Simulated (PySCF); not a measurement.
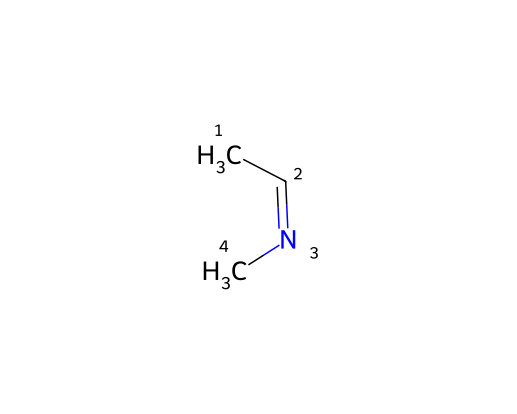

Skeletal drawing with numbered atoms; wedges and dashes mark any stereocentres. The configuration is that of a computed structure (PBE0-D3(BJ)/def2-SVP).

Question: Give the R/S and E/Z labels.

Answer: C2=N3: Z.

Question: Write the isomeric SMILES.

Answer: C/C=N\C
